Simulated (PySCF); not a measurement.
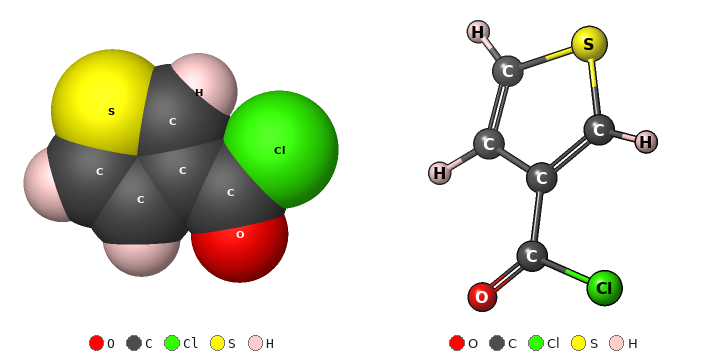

Both panels show the same species.

Describe the molecule.

The molecule is C5H3ClOS. Its SMILES string is `O=C(Cl)c1ccsc1`. Independent rings (smallest set): 1 of 5 members, 1 of them aromatic. Among its groups: C–Cl bond. The point group is Cs. All atoms lie on one plane. Coordination: 5 C trigonal planar; 1 S bent.

More results for the same structure follow; atom numbers are the same in all pictures, views and colours differ. The geometry was computed by an optimisation with PBE0-D3(BJ)/def2-SVP. No frequency run is at hand to confirm it as a minimum.

**Excitation**

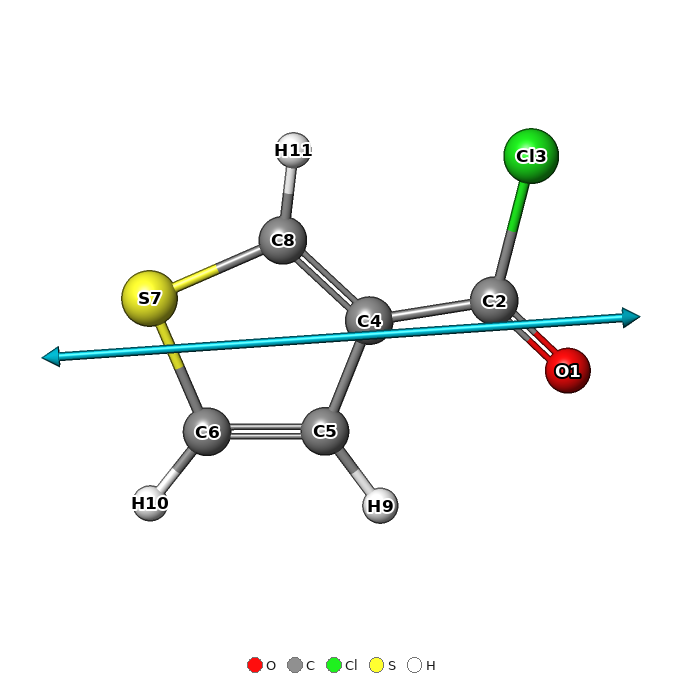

The double arrow shows the direction of the transition dipole to excited singlet state 3 (its length means nothing). No frequency run is at hand to confirm it as a minimum. Method: TDDFT CAM-B3LYP/def2-SVPD, vertical, IEF-PCM chloroform (non-equilibrium linear response), core orbitals frozen in the response (PySCF 2.14.0).

How is the transition polarised?

Answer. In the molecular plane, nearly parallel to the C5–C6 bond.

Where does the transition lie, and how strong is it?

Answer. 5.21 eV (238 nm), oscillator strength 0.37, mainly HOMO−1 → LUMO (weight 0.92); transition dipole 4.31 D.

**Ring current**

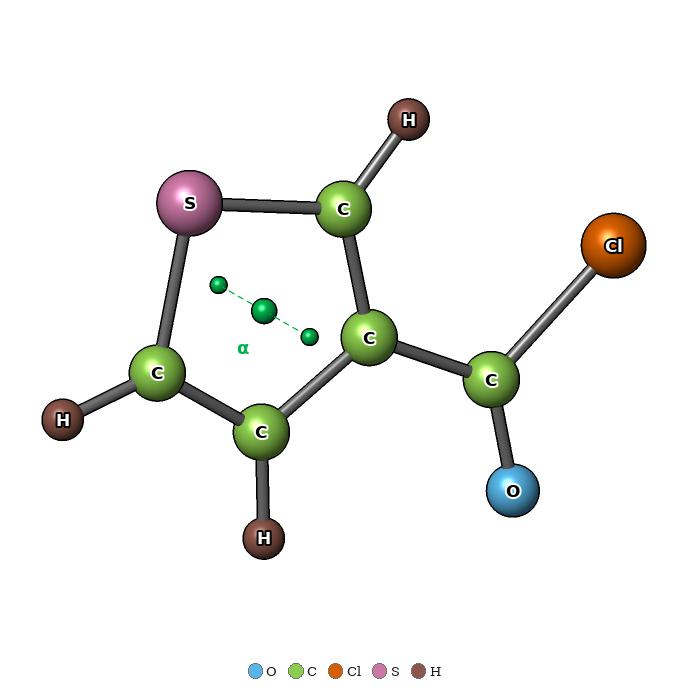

The small points mark where nucleus-independent chemical shifts (NICS) were computed: at the centre of each lettered ring and 1 Å above and below it. No frequency run is at hand to confirm it as a minimum. Level of theory: GIAO PBE0/pcSseg-1 NMR shielding, non-relativistic, IEF-PCM chloroform (PySCF 2.14.0).

Give NICS(0), NICS(1) and the out-of-plane component NICS(1)zz for each ring (means of the two sides).

```tsv
ring	members	NICS(0)	NICS(1)	NICS(1)zz
α	C4S	−12.1	−11.3	−25.4
```

Values in ppm.

What do the values say about the ring currents?

Answer. Ring α: diatropic, as in an aromatic ring. NICS is one index among several.

**Polarisability**

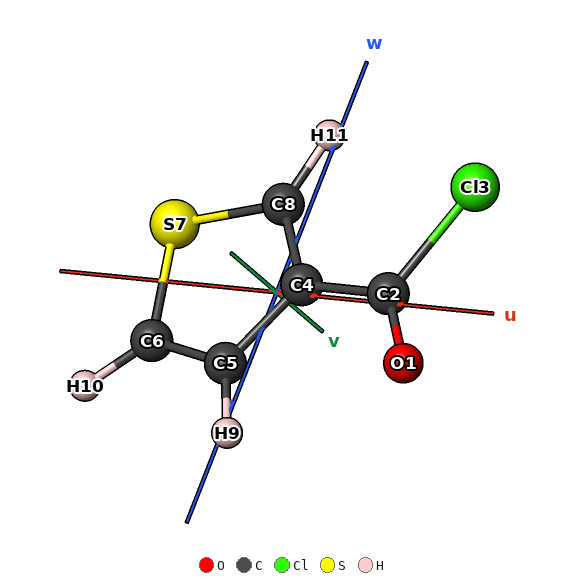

The lines u, v and w are the principal axes of the static dipole polarisability. No frequency run is at hand to confirm it as a minimum. Method: CAM-B3LYP/def2-SVPD in chloroform (IEF-PCM) (PySCF 2.14.0).

Along which axis is the molecule most polarisable, and along which least?

Answer. Most along u (in the molecular plane, nearly parallel to the C2–C4 bond), least along v (normal to the molecular plane).

Give the three principal values.

Answer. u 158.1, v 70.6, w 127.6 bohr³; mean 118.8, anisotropy 76.9 bohr³.
